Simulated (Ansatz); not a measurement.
# C₂H₁₁NOSi₂: what the fields show

Input file:

```
crystal:
  periodic: [false, false, false]
  atoms:
    - { symbol: Si, position_ang: [0.0, 0.0, 0.0] }
    - { symbol: H, position_ang: [0.0, 0.0, 1.46] }
    - { symbol: "N", position_ang: [1.7163, 0.0, -0.6061] }
    - { symbol: C, position_ang: [2.4072, -1.273, -0.8567] }
    - { symbol: H, position_ang: [1.7433, -1.947, -1.4373] }
    - { symbol: H, position_ang: [3.3364, -1.083, -1.4334] }
    - { symbol: H, position_ang: [2.6645, -1.7518, 0.1112] }
    - { symbol: C, position_ang: [2.4114, 1.273, -0.8449] }
    - { symbol: H, position_ang: [3.0382, 1.1875, -1.757] }
    - { symbol: H, position_ang: [1.6647, 2.0824, -0.9844] }
    - { symbol: H, position_ang: [3.0569, 1.5118, 0.0259] }
    - { symbol: H, position_ang: [-0.6877, 1.1914, -0.4862] }
    - { symbol: O, position_ang: [-0.7913, -1.3709, -0.5594] }
    - { symbol: Si, position_ang: [-1.673, -2.4329, 0.3983] }
    - { symbol: H, position_ang: [-1.2634, -2.287, 1.792] }
    - { symbol: H, position_ang: [-3.0964, -2.1323, 0.2761] }
    - { symbol: H, position_ang: [-1.4264, -3.8036, -0.0398] }
basis:
  gaussian: { orbitals: "6-31G*" }
hamiltonian:
  xc: hf
relax:
  f_tol: 0.02
  max_steps: 40
output:
  orbitals: {}
```

Command:

```sh
ansatz run input.yaml --threads 2 --pin off --max-ram 3072MiB --backend cpu --events-out ev --progress --plain --runs-dir out
```

The fields are those of the relaxed geometry.

Theory: RHF/6-31G* in Ansatz 0.2.0.

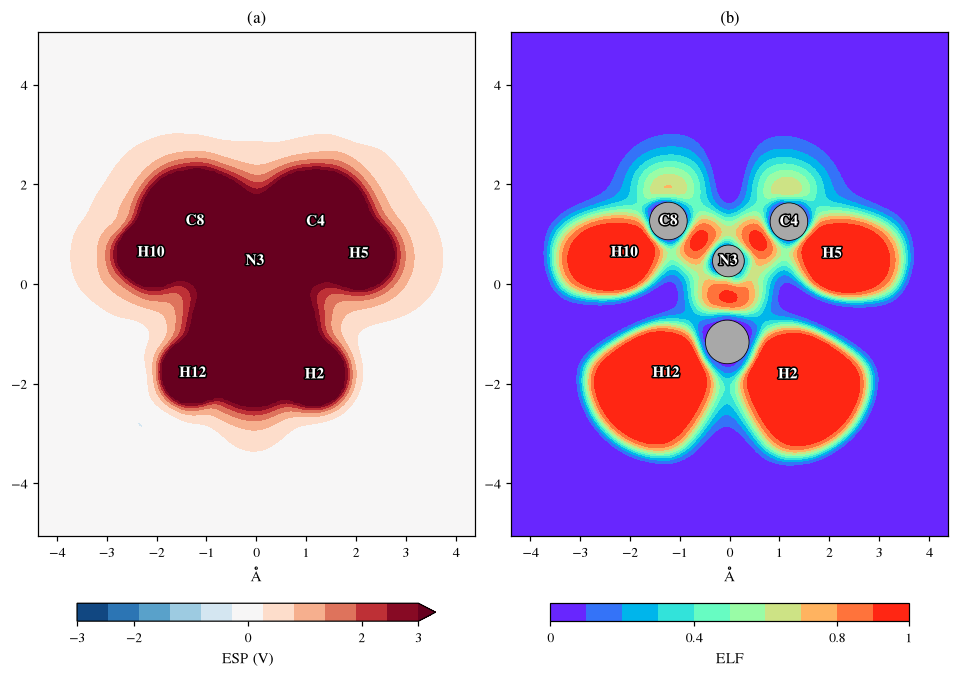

Figure 1. (a) electrostatic potential; (b) ELF on the plane of atoms N3, C4 and H5. Grey discs cover the atomic cores in the ELF map.

Question: Read the bonding off the picture.

Answer:
- Atoms in the plane: H, N and C.
- C–N (1.45 Å): the ELF peaks at about 0.95 between the atoms, as expected for localised, covalent bonding.
- C–H (1.08 Å): the ELF climbs to about 1 towards the hydrogen, as it does in any bond to H; an ordinary covalent bond to hydrogen.
- The potential has no marked negative region in this plane.

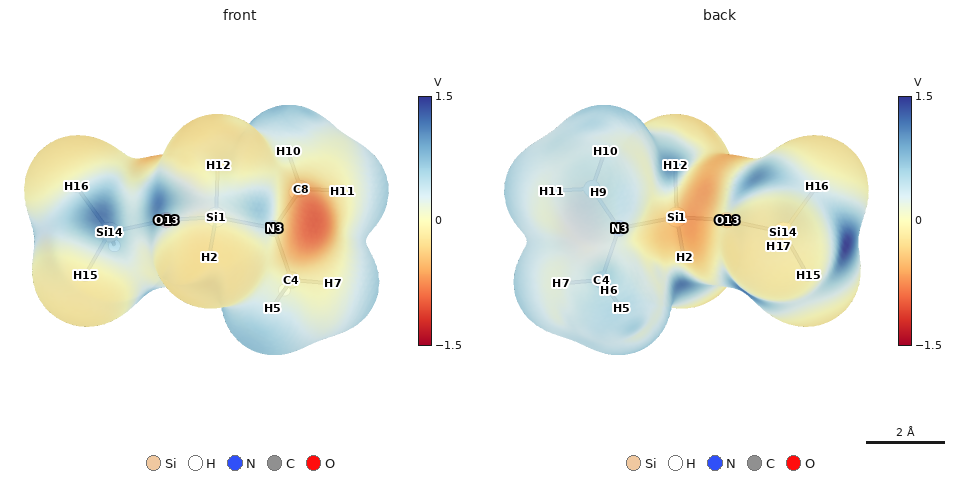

Figure 2. The molecular electrostatic potential painted on the density surface at 0.002 e/bohr³, seen from the front and from behind; the colour scale runs from red (negative) to blue (positive).

Question: Describe the electrostatic potential map.

Answer: The most negative region (about −0.9 V, or −21 kcal/mol for a unit charge) lies over N3, the most positive (about +1.3 V, or +30 kcal/mol for a unit charge) over Si14.

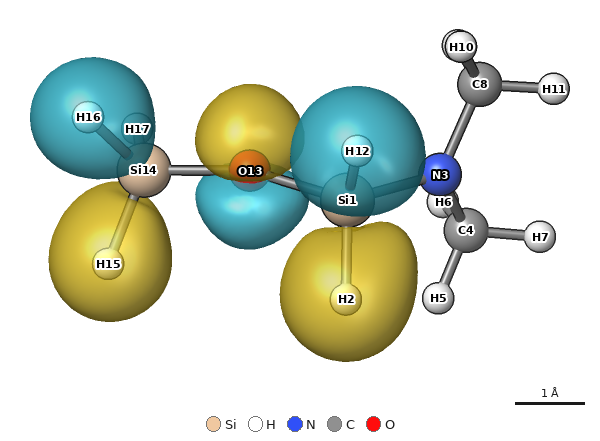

Figure 3. The HOMO−1 at ±0.1 Å⁻³ᐟ² (yellow and cyan are the two phases), seen at a tilt.

Question: What is the character of this orbital?

Answer: It lies mainly on O13 (about 25 %), Si1 (about 15 %), Si14 (about 15 %), H12 (about 15 %), H2 (about 10 %) and H15 (about 10 %). Its energy is −11.91 eV.
